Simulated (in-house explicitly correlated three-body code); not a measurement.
Two electrons around a point charge Z = 2.04. Computed variationally in 260 exponentially correlated functions with an in-house code, non-relativistic, converged to about 10⁻⁷ hartree. Wanted, and plotted below: the distribution of the distance r₁₂ between the electrons in the ground state (one pair, times 4πr₁₂²) and its difference from that of the Kohn-Sham determinant with the same density, the Coulomb hole.

The pair density peaks near r₁₂ = 1.1 bohr, and ⟨r₁₂⟩ = 1.386 bohr. Correlation takes weight from short distances: the hole is deepest (−0.076 bohr⁻¹) near 0.51 bohr and first changes sign near 1.0 bohr, moving 4.4 % of the pair outwards. The mean cosine of the angle between the electrons is −0.0630, and the density-functional correlation energy is −42.18 millihartree.

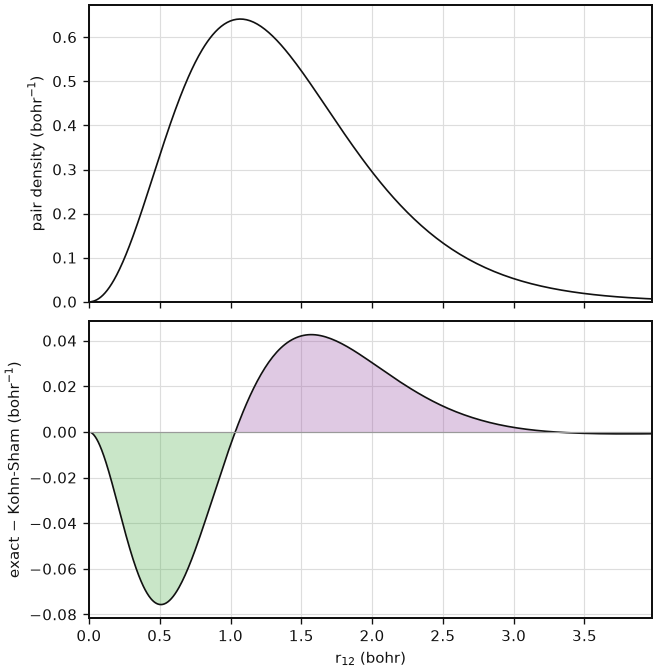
